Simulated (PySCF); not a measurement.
**[Gd(NH3)2]3+: forces at shaken geometries**

How stiff is [Gd(NH3)2]3+? Its atoms are displaced at random by several amounts. The species was built from a template and needn't be a known compound.

Program: PySCF 2.14.0. Level of theory: r2SCAN, Gd lcecp-1-SVP with ECP53, N def2-SVP, H def2-SVP; scalar-relativistic core potentials, no spin–orbit coupling. These are calculated values, not measurements.

4 further runs of the same task are left out: 2 for a known fault of the program, 1 that didn't finish, 1 set aside as unsound or not needed.

### Step 1. Where the work starts

9 atoms, charge 3, spin multiplicity 1.

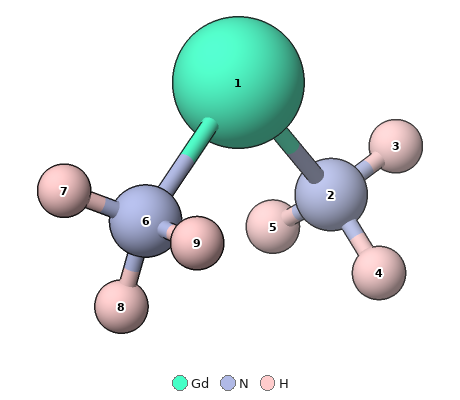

The structure; gadolinium teal, nitrogen light blue, hydrogen pink; atoms are numbered from 1 in the order of the file.

Geometry (Å):

```
atom    x (Å)    y (Å)    z (Å)
 Gd1   1.1768   0.1916   0.0000
  N2  -0.1853  -0.0263   1.9545
  H3   0.2424   0.3420   2.8323
  H4  -1.1074   0.4588   1.9364
  H5  -0.4492  -0.9971   2.2296
  N6  -0.1851  -0.0296  -1.9541
  H7   0.2667  -0.5213  -2.7559
  H8  -1.0800  -0.5527  -1.8489
  H9  -0.4989   0.8623  -2.3939
```

Formal oxidation states: Gd +3. Each metal's 7 4f electrons lie in its core potential, so multiplicities, spins and levels count the valence alone. An earlier session relaxed this geometry at r2SCAN, Gd lcecp-1-SVP with ECP53, N def2-SVP, H def2-SVP (singlet, point group C1).

Its energy there is -147.732053 Eh.

### Step 2. Atoms moved at random, σ = 0.06 Å

run.py (the lines that set the calculation)

```python
mol = gto.M(atom='''
Gd     1.15685     0.19000     0.04911
N     -0.17165     0.01482     1.91462
H      0.13643     0.51828     2.92899
H     -1.05773     0.43192     1.82451
H     -0.39410    -1.10293     2.26929
N     -0.15604    -0.00181    -1.94219
H      0.30023    -0.56148    -2.78343
H     -1.13378    -0.59746    -1.81332
H     -0.50011     0.83642    -2.44757''',
    basis={'Gd': 'lcecp-1-SVP', 'N': 'def2-SVP', 'H': 'def2-SVP'},
    ecp={'Gd': 'lcecp-1-SVP'},
    charge=3, spin=0)
mf = dft.RKS(mol, xc='R2SCAN')
mf.grids.atom_grid = (50, 194)  # f atoms: unpruned, at least (60, 302)
mf = mf.density_fit()  # fitting sets: Gd AutoAux, N def2-universal-JKFIT, H def2-universal-JKFIT
mf.conv_tol = 1e-08; mf.max_cycle = 55
mf.kernel(dm0)  # dm0: the density of the relaxed state
```

The run is started by

```bash
> OMP_NUM_THREADS=2 python run.py
```

What it wrote:

```text
init E= -147.396540590976
  HOMO = -0.973863310473602  LUMO = -0.727024547953941  gap/eV = 6.71682
cycle= 1 E= -147.686313342246  delta_E= -0.29  |g|= 0.208  |ddm|= 0.347
  HOMO = -0.870985410776627  LUMO = -0.67485473439131  gap/eV = 5.33699
cycle= 2 E= -147.665348942009  delta_E= 0.021  |g|= 0.367  |ddm|= 0.439
  HOMO = -0.898861176752551  LUMO = -0.670398910536031  gap/eV = 6.21677
cycle= 3 E= -147.696724092829  delta_E= -0.0314  |g|= 0.0204  |ddm|= 0.291
  HOMO = -0.899047539318005  LUMO = -0.672015388169728  gap/eV = 6.17786
cycle= 4 E= -147.696825294569  delta_E= -0.000101  |g|= 0.00347  |ddm|= 0.0214
  HOMO = -0.899239429429906  LUMO = -0.672455030197866  gap/eV = 6.17112
cycle= 5 E= -147.696827367281  delta_E= -2.07e-06  |g|= 0.00192  |ddm|= 0.00373
  HOMO = -0.899554351408831  LUMO = -0.672429522257642  gap/eV = 6.18038
cycle= 6 E= -147.696828146449  delta_E= -7.79e-07  |g|= 0.000664  |ddm|= 0.00189
  HOMO = -0.899487265482774  LUMO = -0.672403393276698  gap/eV = 6.17927
cycle= 7 E= -147.696828251491  delta_E= -1.05e-07  |g|= 6.1e-05  |ddm|= 0.000602
  HOMO = -0.899493248287383  LUMO = -0.672413346162945  gap/eV = 6.17916
cycle= 8 E= -147.696828252528  delta_E= -1.04e-09  |g|= 1.38e-05  |ddm|= 7.91e-05
  HOMO = -0.899493196212138  LUMO = -0.672411639701958  gap/eV = 6.17920
Extra cycle  E= -147.69682825256  delta_E= -3.17e-11  |g|= 8.4e-06  |ddm|= 2.24e-05
converged SCF energy = -147.69682825256
```

It took 5.6 s on 2 threads of AMD EPYC 7B13 (Zen 3), shared host.

Read off: E = -147.696828 Eh (+0.959 eV from the relaxed state), HOMO -24.48 eV, LUMO -18.30 eV, Mulliken charge on Gd1 +2.08 e, largest force component 4.413 eV/Å. 

```
atom      Fx      Fy  Fz (eV/Å)
 Gd1   0.500   0.150     -0.684
  N2   2.267  -2.789      4.413
  H3  -0.563  -1.552     -2.719
  H4  -2.705   0.808     -0.282
  H5   0.479   3.451     -0.889
  N6  -1.690  -2.913     -1.069
  H7  -0.746   0.973      1.573
  H8   2.498   1.575     -0.400
  H9  -0.039   0.296      0.057
```

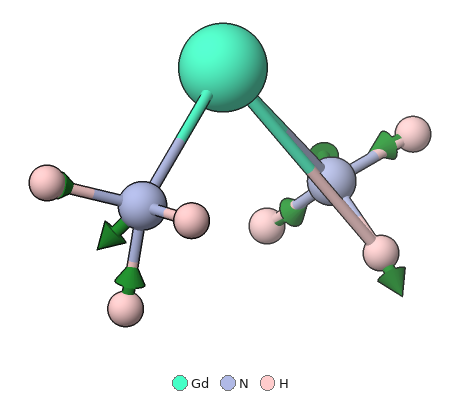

Forces as arrows, the longest for the largest force.

### Step 3. Atoms moved at random, σ = 0.06 Å

run.py (the lines that set the calculation)

```python
mol = gto.M(atom='''
Gd     1.24891     0.12725     0.04252
N     -0.07969     0.00079     1.99551
H      0.14778     0.41041     2.74018
H     -1.13905     0.44221     1.82797
H     -0.38634    -1.03898     2.22223
N     -0.29662     0.02580    -1.93834
H      0.34022    -0.51459    -2.75016
H     -1.14312    -0.58088    -1.82043
H     -0.51198     0.85576    -2.31948''',
    basis={'Gd': 'lcecp-1-SVP', 'N': 'def2-SVP', 'H': 'def2-SVP'},
    ecp={'Gd': 'lcecp-1-SVP'},
    charge=3, spin=0)
mf = dft.RKS(mol, xc='R2SCAN')
mf.grids.atom_grid = (50, 194)  # f atoms: unpruned, at least (60, 302)
mf = mf.density_fit()  # fitting sets: Gd AutoAux, N def2-universal-JKFIT, H def2-universal-JKFIT
mf.conv_tol = 1e-08; mf.max_cycle = 55
mf.kernel(dm0)  # dm0: the density of the relaxed state
```

The run is started by

```bash
> OMP_NUM_THREADS=2 python run.py
```

What it wrote:

```text
init E= -147.56212149422
  HOMO = -0.916331497982174  LUMO = -0.705914233576334  gap/eV = 5.72575
cycle= 1 E= -147.666786997784  delta_E= -0.105  |g|= 0.107  |ddm|= 0.377
  HOMO = -0.862844389846204  LUMO = -0.686900912492062  gap/eV = 4.78767
cycle= 2 E= -147.66374469554  delta_E= 0.00304  |g|= 0.157  |ddm|= 0.233
  HOMO = -0.881584073643891  LUMO = -0.682416145376913  gap/eV = 5.41964
cycle= 3 E= -147.669503713594  delta_E= -0.00576  |g|= 0.0281  |ddm|= 0.154
  HOMO = -0.879620633957272  LUMO = -0.683363864935742  gap/eV = 5.34042
cycle= 4 E= -147.669696169962  delta_E= -0.000192  |g|= 0.00307  |ddm|= 0.0253
  HOMO = -0.880233658565302  LUMO = -0.683705443016731  gap/eV = 5.34781
cycle= 5 E= -147.669697368901  delta_E= -1.2e-06  |g|= 0.00212  |ddm|= 0.00393
  HOMO = -0.880098456466207  LUMO = -0.68374285776968  gap/eV = 5.34311
cycle= 6 E= -147.669698358929  delta_E= -9.9e-07  |g|= 0.000449  |ddm|= 0.00189
  HOMO = -0.880154670235786  LUMO = -0.683696213873157  gap/eV = 5.34591
cycle= 7 E= -147.669698416345  delta_E= -5.74e-08  |g|= 3.61e-05  |ddm|= 0.000569
  HOMO = -0.880153231649535  LUMO = -0.68369987283344  gap/eV = 5.34577
cycle= 8 E= -147.669698416683  delta_E= -3.38e-10  |g|= 7.48e-06  |ddm|= 4.27e-05
  HOMO = -0.880151352142112  LUMO = -0.683699303599225  gap/eV = 5.34573
Extra cycle  E= -147.669698416687  delta_E= -4.32e-12  |g|= 5.83e-06  |ddm|= 1.06e-05
converged SCF energy = -147.669698416687
```

It took 5.6 s on 2 threads of AMD EPYC 7B13 (Zen 3), shared host.

Result: E = -147.669698 Eh (+1.697 eV from the relaxed state), HOMO -23.95 eV, LUMO -18.60 eV, Mulliken charge on Gd1 +2.11 e, largest force component 9.875 eV/Å. 

```
atom      Fx      Fy  Fz (eV/Å)
 Gd1  -0.321   0.148     -0.474
  N2  -6.782  -5.611     -9.875
  H3   3.036   4.574      9.347
  H4   2.748  -1.051      0.445
  H5   0.796   2.010      0.135
  N6   4.243  -6.818      1.167
  H7  -2.206   1.558      1.997
  H8   0.183   0.551     -0.404
  H9  -1.697   4.638     -2.337
```

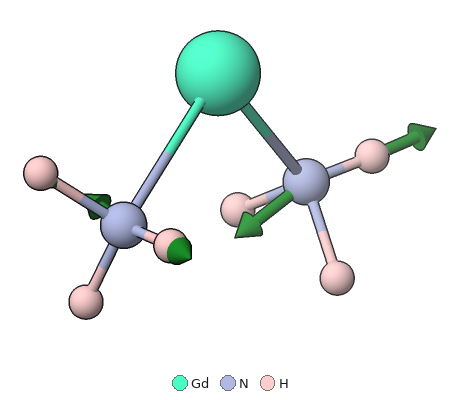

Forces as arrows, the longest for the largest force.

### Step 4. Atoms moved at random, σ = 0.15 Å

run.py (the lines that set the calculation)

```python
mol = gto.M(atom='''
Gd     1.01690     0.32993    -0.24049
N     -0.12902    -0.08286     2.14049
H      0.17170     0.34312     2.82891
H     -1.15347     0.39367     1.99127
H     -0.23359    -0.88298     2.19778
N     -0.23230    -0.03728    -2.07100
H      0.16276    -0.58952    -2.79823
H     -1.17423    -0.39998    -1.73537
H     -0.24864     0.65369    -2.31335''',
    basis={'Gd': 'lcecp-1-SVP', 'N': 'def2-SVP', 'H': 'def2-SVP'},
    ecp={'Gd': 'lcecp-1-SVP'},
    charge=3, spin=0)
mf = dft.RKS(mol, xc='R2SCAN')
mf.grids.atom_grid = (50, 194)  # f atoms: unpruned, at least (60, 302)
mf = mf.density_fit()  # fitting sets: Gd AutoAux, N def2-universal-JKFIT, H def2-universal-JKFIT
mf.conv_tol = 1e-08; mf.max_cycle = 55
mf.kernel(dm0)  # dm0: the density of the relaxed state
```

The run is started by

```bash
> OMP_NUM_THREADS=2 python run.py
```

What it wrote:

```text
init E= -147.754697481335
  HOMO = -0.844668573735811  LUMO = -0.671554373359483  gap/eV = 4.71068
cycle= 1 E= -147.452013545806  delta_E= 0.303  |g|= 0.109  |ddm|= 0.885
  HOMO = -0.854908427967601  LUMO = -0.697490113300403  gap/eV = 4.28357
cycle= 2 E= -147.453745582528  delta_E= -0.00173  |g|= 0.0714  |ddm|= 0.206
  HOMO = -0.869012603787661  LUMO = -0.698701679866388  gap/eV = 4.63440
cycle= 3 E= -147.45484364645  delta_E= -0.0011  |g|= 0.0295  |ddm|= 0.096
  HOMO = -0.864876638852277  LUMO = -0.69947993632255  gap/eV = 4.50067
cycle= 4 E= -147.455039906168  delta_E= -0.000196  |g|= 0.00664  |ddm|= 0.0311
  HOMO = -0.865728612581071  LUMO = -0.699238799999608  gap/eV = 4.53042
cycle= 5 E= -147.455049846371  delta_E= -9.94e-06  |g|= 0.00201  |ddm|= 0.00707
  HOMO = -0.865576512412142  LUMO = -0.699255794144112  gap/eV = 4.52582
cycle= 6 E= -147.455050671882  delta_E= -8.26e-07  |g|= 0.00058  |ddm|= 0.00212
  HOMO = -0.865589063336126  LUMO = -0.69920627946829  gap/eV = 4.52751
cycle= 7 E= -147.455050757732  delta_E= -8.59e-08  |g|= 6.16e-05  |ddm|= 0.000648
  HOMO = -0.865580471984076  LUMO = -0.699211828167592  gap/eV = 4.52712
cycle= 8 E= -147.455050758833  delta_E= -1.1e-09  |g|= 8.23e-06  |ddm|= 8.77e-05
  HOMO = -0.865584204121296  LUMO = -0.699211569828893  gap/eV = 4.52723
Extra cycle  E= -147.455050758801  delta_E= 3.25e-11  |g|= 1.41e-05  |ddm|= 2.25e-05
converged SCF energy = -147.455050758801
```

Run time: 5.6 s. Hardware: 2 threads of AMD EPYC 7B13 (Zen 3), shared host.

It gives: E = -147.455051 Eh (+7.538 eV from the relaxed state), HOMO -23.55 eV, LUMO -19.03 eV, Mulliken charge on Gd1 +2.09 e, largest force component 33.352 eV/Å. 

```
atom      Fx       Fy  Fz (eV/Å)
 Gd1   1.217    0.074      2.663
  N2  -4.389   15.590    -14.025
  H3   4.632    5.438      9.935
  H4   2.511   -1.608      0.773
  H5  -2.615  -19.323      2.302
  N6  -0.082  -32.291     13.632
  H7   0.206   -1.550     -1.560
  H8   0.583    0.318     -1.342
  H9  -2.064   33.352    -12.378
```

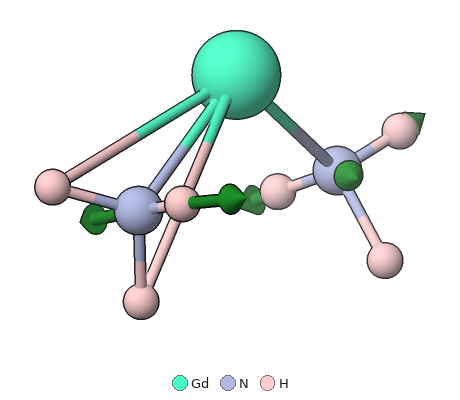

Forces as arrows, the longest for the largest force.

### Step 5. The displacements side by side

| σ (Å) | energy rise (eV) | harmonic estimate −½ F·u (eV) | largest force component (eV/Å) |
| --- | --- | --- | --- |
| 0.06 | 0.959 | 0.879 | 4.41 |
| 0.06 | 1.697 | 1.753 | 9.87 |
| 0.15 | 7.538 | 8.775 | 33.35 |

Every displacement raises the energy. For a harmonic well the rise equals −½ F·u; the two differ by at most 16 % here (a move with σ = 0.15 Å), from anharmonicity, the grid and the small forces left at the relaxed point. The bases are small and lack diffuse functions. Spin–orbit coupling is left out.
